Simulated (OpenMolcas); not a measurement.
# CH6GaN (SMILES [CH3][GaH][NH2]) at 6 levels

We compute a comparison of 6 runs (BHLYP/6-31G*, M06-2X/6-31G*, M06-L/6-31G*, r2SCAN/6-31G*, revPBE/6-31G*, CCSD(T)/6-31G*) of CH6GaN. 

Program for the calculation: OpenMolcas 26.06.

1 further run of the same task is left out (set aside as unsound or not needed).

## (1) The structure to begin with

CH6GaN: 9 atoms, total charge 0, spin state singlet. As SMILES, `[CH3][GaH][NH2]`. The shape is that of a PBE0-D4/def2-TZVP optimisation.

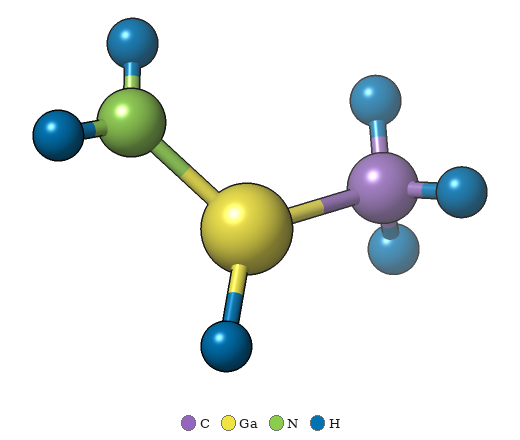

Viewed from a chosen angle; carbon purple, gallium yellow, nitrogen green, hydrogen blue.

## (2) Energy and gradient at BHLYP/6-31G(d) (spherical functions) (run 1)

File job.input:

```
>>> EXPORT MOLCAS_PRINT=2
&GATEWAY
BasLib = $CurrDir
Coord
9
bohr
C     -0.52742256     1.78522427    -2.12556394
Ga     0.97018539    -1.00514533    -0.19728741
N     -0.12887932    -1.52614282     3.01751468
H     -1.42863295     1.07393136    -3.84200218
H      0.93239087     3.12220550    -2.71289082
H     -1.93942592     2.80340871    -1.02064108
H      3.05738790    -2.87484035    -1.15027629
H      0.52250927    -2.90375316     4.15305110
H     -1.45811268    -0.47488818     3.87809595
Basis = 6-31Gs
Group = NoSym
&SEWARD
GridInput
Grid=UltraFine
End of Grid
&SCF
KSDFT = HYB_GGA_XC_BHANDHLYP
Thresholds = 1e-10 1e-07 1e-07 1e-05
PrOrbitals = 0
&ALASKA
```

The basis set 6-31G* is read from a file made from the Basis Set Exchange's data (not shown).

Run with:

```
$ export MOLCAS_MEM=1860
$ pymolcas job.input > job.log
```

Standard output:

```text
--- Start Module: gateway ---
[...]
--- Stop Module: gateway /rc=_RC_ALL_IS_WELL_ ---
[...]
      Basis functions           72
[...]
--- Start Module: scf ---
[...]
       Convergence after  14 Iterations
[...]
::    Total KS-DFT energy                           -2020.9568390020
[...]
      Total spin, S                                     0.0000000000
[...]
      Total electronic charge=   50.000000
      Total            charge=   -0.000000
[...]
      Dipole Moment (debye):
      Origin of the operator (angstrom)=    0.3062   -0.3589    0.0128
                   X= -5.4707E-01               Y=  3.2183E-01               Z=  5.5590E-01           Total=  8.4373E-01
      Quadrupole Moment (debye*angstrom):
[...]
 *              Molecular gradients               *
 **************************************************
  Irreducible representation: a
 ------------------------------------------------------------------------------------------
                              X                       Y                       Z
 ------------------------------------------------------------------------------------------
  C1                1.62512038542317E-03   -3.61964010386195E-03    3.31413683770343E-03
  GA2               2.76795515814499E-04    2.43806004997182E-04   -1.03141418147601E-03
  N3                1.14191044166390E-03    9.49291019626486E-04   -4.09688960343146E-03
  H4               -1.27558981707221E-03   -1.15924508357013E-03   -2.99514135582601E-03
  H5                2.43654835775287E-03    2.06046210750133E-03   -1.19443264225971E-03
  H6               -2.34725802987690E-03    1.58991319420920E-03    2.01404085864398E-03
  H7               -6.37154621452751E-04    5.34656630235553E-04    3.62663522437412E-04
  H8                9.54832255041227E-04   -2.21946711627297E-03    2.03331710411403E-03
[...]
```

It took 36 s on 1 thread of Intel Xeon Platinum 8259CL at 2.50GHz (Skylake/Cascade Lake), shared host; peak memory 0.42 GiB.

## (3) Energy and forces at M06-2X/6-31G(d) (spherical functions) (run 2)

File calc.inp:

```
* CH6GaN Kohn-Sham DFT
>>> EXPORT MOLCAS_PRINT=2

&GATEWAY
  BasLib=$CurrDir
  Coord
  9
  angstrom
  C       -0.279100       0.944700      -1.124800
  Ga       0.513400      -0.531900      -0.104400
  N       -0.068200      -0.807600       1.596800
  H       -0.756000       0.568300      -2.033100
  H        0.493400       1.652200      -1.435600
  H       -1.026300       1.483500      -0.540100
  H        1.617900      -1.521300      -0.608700
  H        0.276500      -1.536600       2.197700
  H       -0.771600      -0.251300       2.052200
  Basis=6-31Gs
  Group=NoSym

&SEWARD
  GridInput
  Grid=UltraFine
  End of Grid

&SCF
  KSDFT=M062X
  Thresholds=1e-10 1e-07 1e-07 1e-05
  PrOrbitals=1 2

&ALASKA
```

The basis set 6-31G* is read from a file made from the Basis Set Exchange's data (not shown).

Run with:

```
$ export MOLCAS_MEM=1860
$ pymolcas calc.inp > calc.log
```

Standard output:

```text
--- Start Module: gateway ---
[...]
--- Stop Module: gateway /rc=_RC_ALL_IS_WELL_ ---
[...]
      Basis functions           72
[...]
--- Start Module: scf ---
[...]
       Convergence after  16 Iterations
[...]
::    Total KS-DFT energy                           -2020.9888592532
[...]
      Total spin, S                                     0.0000000000
[...]
      Total electronic charge=   50.000000
      Total            charge=   -0.000000
[...]
      Dipole Moment (debye):
      Origin of the operator (angstrom)=    0.3062   -0.3589    0.0128
                   X= -5.8169E-01               Y=  2.9692E-01               Z=  6.7249E-01           Total=  9.3743E-01
      Quadrupole Moment (debye*angstrom):
[...]
 *              Molecular gradients               *
 **************************************************
  Irreducible representation: a
 ------------------------------------------------------------------------------------------
                              X                       Y                       Z
 ------------------------------------------------------------------------------------------
  C1                1.03083144308336E-03   -2.38631524491950E-03    2.30995041470994E-03
  GA2              -4.55920587260294E-04   -6.88042784699583E-04    2.17179514747556E-03
  N3                7.14931794186136E-04    5.02553843229947E-04   -2.39796151768701E-03
  H4                7.12116309067312E-04   -9.12494605449510E-05    7.90296932709822E-04
  H5               -3.44840273694746E-04   -1.01130693994689E-03    3.11963415995153E-04
  H6                8.02206449615372E-04   -8.64389042056324E-04   -1.12758759452714E-04
  H7               -4.25686238016798E-03    3.71317813136152E-03    2.13089943293676E-03
  H8               -1.37038678390700E-03    3.18995790032339E-03   -2.90503061755842E-03
[...]
```

Wall time 50 s (1 thread of Intel Xeon Platinum 8259CL at 2.50GHz (Skylake/Cascade Lake), shared host); peak memory 0.42 GiB.

Runs 3 to 5 aren't shown in full; the table further down has their settings and results.

## (4) The energy at CCSD(T)/6-31G(d) (spherical functions) (run 6)

File test.inp:

```
>>> EXPORT MOLCAS_PRINT=2

&GATEWAY
  BasLib=$CurrDir
  Coord
  9
  angstrom
  C       -0.279100       0.944700      -1.124800
  Ga       0.513400      -0.531900      -0.104400
  N       -0.068200      -0.807600       1.596800
  H       -0.756000       0.568300      -2.033100
  H        0.493400       1.652200      -1.435600
  H       -1.026300       1.483500      -0.540100
  H        1.617900      -1.521300      -0.608700
  H        0.276500      -1.536600       2.197700
  H       -0.771600      -0.251300       2.052200
  Basis=6-31Gs
  Group=NoSym

&SEWARD

&SCF
  Thresholds=1e-10 1e-07 1e-07 1e-05
  PrOrbitals=1 2

&RASSCF
  FileOrb=$Project.ScfOrb
  Spin=1
  Nactel=0 0 0
  Inactive=25
  Ras2=0
  OutOrbitals=Canonical
  OrbListing=Nothing

&MOTRA
  JobIph
  Frozen=11

&CCSDT
  CCT
  Triples=2
  Iterations=80
  Accuracy=1e-08
  Extrapolation=5 4
```

The basis set 6-31G* is read from a file made from the Basis Set Exchange's data (not shown).

Run with:

```
$ export MOLCAS_MEM=1860
$ pymolcas test.inp > test.log
```

Standard output:

```text
--- Start Module: gateway ---
[...]
--- Stop Module: gateway /rc=_RC_ALL_IS_WELL_ ---
[...]
      Basis functions           72
[...]
       Convergence after  13 Iterations
[...]
::    Total SCF energy                              -2018.7768604859
[...]
      Total spin, S                                     0.0000000000
[...]
      Number of active orbitals                  0
[...]
      Spin quantum number                      0.0
[...]
      Active orbitals                            0
[...]
      Number of CSFs                             1
[...]
      Number of root(s) required                 1
[...]
      Convergence after  4 iterations
[...]
      Natural orbitals and occupation numbers for root  1
      ************************************************************************************************************************
      *                                                    Final results                                                     *
      ************************************************************************************************************************
[...]
::    RASSCF root number  1 Total energy:  -2018.77686049
[...]
      Total electronic charge=   50.000000
      Total            charge=   -0.000000
[...]
      Dipole Moment (debye):
      Origin of the operator (angstrom)=    0.3062   -0.3589    0.0128
                   X= -4.5224E-01               Y=  2.9282E-01               Z=  4.1222E-01           Total=  6.7837E-01
      Quadrupole Moment (debye*angstrom):
[...]
--- Start Module: motra ---
[...]
--- Stop Module: motra /rc=_RC_ALL_IS_WELL_ ---
--- Start Module: ccsdt ---
[...]
      Convergence after                    13  Iterations
      Total energy (diff) :   -2019.33217882      -0.00000001
[...]
 METHOD                       : CCSD+T(CCSD)+<T3(1)WT1> = CCSD(T)
[...]
       CCSD     =     -2019.3321788193632
[...]
```

Run time: 34 s. Hardware: 1 thread of Intel Xeon Platinum 8259CL at 2.50GHz (Skylake/Cascade Lake), shared host; peak memory 0.42 GiB.

## (5) Overview of the runs

| run | level | task | integration grid | energy (Eh) | dipole moment (D) of the reference | HOMO energy (eV) | LUMO energy (eV) | wall time |
| --- | --- | --- | --- | --- | --- | --- | --- | --- |
| 1 | BHLYP/6-31G* (spherical functions) | gradient | UltraFine | -2020.956839 | 0.84 | -8.20 | 0.59 | 36 s |
| 2 | M06-2X/6-31G* (spherical functions) | gradient | UltraFine | -2020.988859 | 0.94 | -8.32 | 0.39 | 50 s |
| 3 | M06-L/6-31G* (spherical functions) | gradient | UltraFine | -2020.978985 | 0.99 | -5.78 | -0.56 | 53 s |
| 4 | r2SCAN/6-31G* (spherical functions) | gradient | UltraFine | -2020.970447 | 1.04 | -5.87 | -0.61 | 50 s |
| 5 | revPBE/6-31G* (spherical functions) | gradient | UltraFine | -2020.876511 | 1.13 | -5.53 | -0.79 | 41 s |
| 6 | CCSD(T)/6-31G* (spherical functions) | energy | – | -2019.345010 | 0.68 | -10.34 | 2.41 | 34 s |

## (6) Results

| quantity | value |
| --- | --- |
| run 6: total energy | -2019.34501 Eh |
| run 6: dipole moment (mean-field density) | 0.68 D |
| run 6: HOMO energy (Hartree–Fock orbitals) | -10.34 eV |
| run 6: LUMO energy (Hartree–Fock orbitals) | 2.41 eV |
| run 6: HOMO–LUMO gap (Hartree–Fock orbitals) | 12.76 eV |
| run 6: correlation energy (11 core orbitals frozen) | -568.1 mEh |
| run 6: (T) correction | -12.83 mEh |

In words: Over runs 1, 2, 3, 4, 5 the dipole moment (its size) runs from 0.84 D (BHLYP/6-31G*) to 1.13 D (revPBE/6-31G*). Over runs 1, 2, 3, 4, 5 the HOMO–LUMO gap runs from 4.74 eV (revPBE/6-31G*) to 8.79 eV (BHLYP/6-31G*). Totals of different functionals can't be ranked against each other. All runs together took 4.4 min, the longest 53 s.
